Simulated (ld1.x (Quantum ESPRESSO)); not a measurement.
```json
{
 "Element": "Ho",
 "Generator": "ld1.x (Quantum ESPRESSO) 7.5",
 "Type": "norm-conserving Troullier–Martins (Kleinman–Bylander form)",
 "Functional": "BLYP",
 "Relativity": "scalar-relativistic",
 "Frozen core": "[Kr] 4d10 4f10",
 "Valence charge": "11",
 "Reference configuration": "5s2 5p6 5d1 6s1.75 6p0.25",
 "Partial waves": "5s (bound): rc 2.25 bohr; 5p (bound): rc 2.40 bohr; 5d (bound): rc 3.20 bohr",
 "Local potential": "all-electron potential smoothed inside 2.10 bohr (lloc = -1)",
 "Core correction": "Bessel-smoothed model core inside 1.10 bohr"
}
```

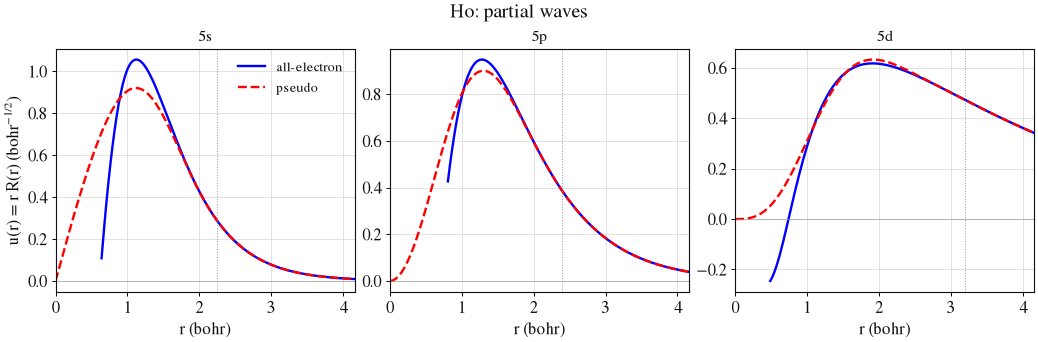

All-electron valence functions (solid) with their pseudo partners (dashed). Dotted lines mark the matching radii. The all-electron curves start outside the innermost oscillations, which aren't drawn.

Pseudo-waves: 5s has no node; 5p has no node; 5d has no node.

* Cutoffs needed: 18 Ry and 35 Ry (the cutoffs, on a coarse ladder, from which the occupation-weighted sum of valence levels, in a spherical-Bessel basis at the reference potential, stays within 10 and 1 mRy of its value at 400 Ry)
* Ghost test: no ghost state below the valence levels in the s, p, d, f channels (spherical-Bessel basis up to 400 Ry, 20 bohr box)
* Largest excitation error: -741 meV (all-electron minus pseudo) for 5s1 5p6 5d1 6s2 6p0, out of 7 test configurations
